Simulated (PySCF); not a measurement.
**CuO (charge +1, triplet): density, localisation and related maps**

```yaml
atoms:
  - { symbol: Cu, position_ang: [0.0000, 0.0000, -0.3615] }
  - { symbol: O, position_ang: [0.0000, 0.0000, 1.4225] }
```

All numbers below come from PBE0/cc-pVDZ(-PP), non-relativistic Hamiltonian with scalar-relativistic core potentials where named, at a bond length of 1.784 Å (PySCF 2.14.0).

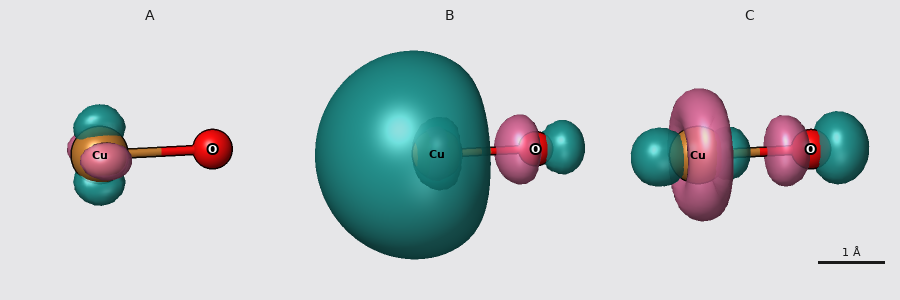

Figure 1. Three frontier α-spin orbitals, each drawn at the value that holds 80 % of its norm (teal and pink are the two phases), in no order; of a degenerate pair one member is drawn.

Q: Name the orbitals and rank them from lowest to highest energy.

A: Orbital A: δ, occupied in this spin, −17.41 eV; almost wholly on Cu.
Orbital C: σ, occupied in this spin, −16.46 eV; mainly on Cu (80 %).
Orbital B: σ, empty in this spin, −9.64 eV; mainly on Cu (90 %).

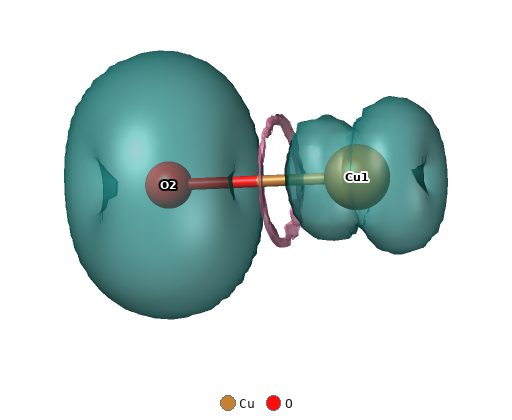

Figure 2. Isosurfaces of the spin density at +0.03 (teal) and −0.03 e/Å³ (pink), seen from one side.

Q: Describe the spin distribution.

A: The unpaired spin (2 electrons) lies mostly on O2 (about 1.7) and Cu1 (about 0.3), in electrons by Hirshfeld's partition.

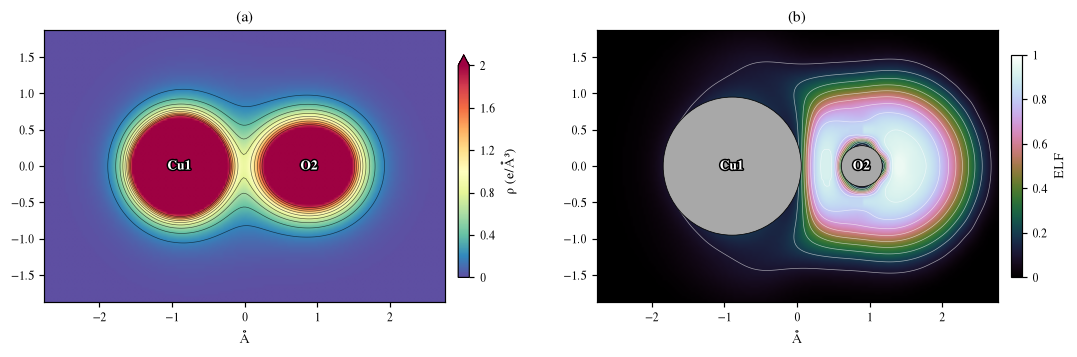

Figure 3. (a) electron density; (b) ELF on a plane that holds the molecular axis. Grey discs cover the atomic cores in the ELF map.

Q: Interpret the plot.

A:
- The plane passes through Cu and O nuclei.
- Cu–O (1.78 Å): ρ is about 0.86 e/Å³ halfway; the ELF peaks at about 0.90 in the valence shell of O, 0.5 Å from its nucleus, and is about 0.15 at the midpoint.

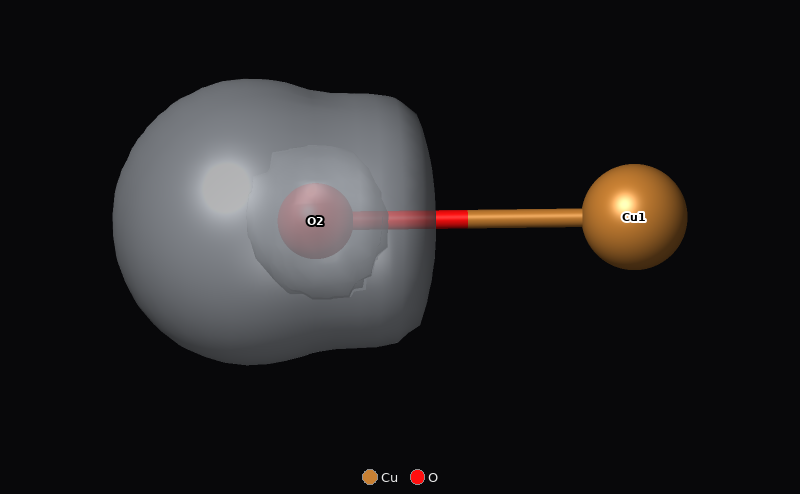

Figure 4. Isosurface of the electron localisation function at 0.75 (grey), seen from one side. Core shells and regions of very low density are left out.

Q: Identify the bonds, lone pairs and shells in this picture.

A: The ELF exceeds this value in one lobe on O, pointing away from the bonds (non-bonding electrons, which may merge into one lobe).
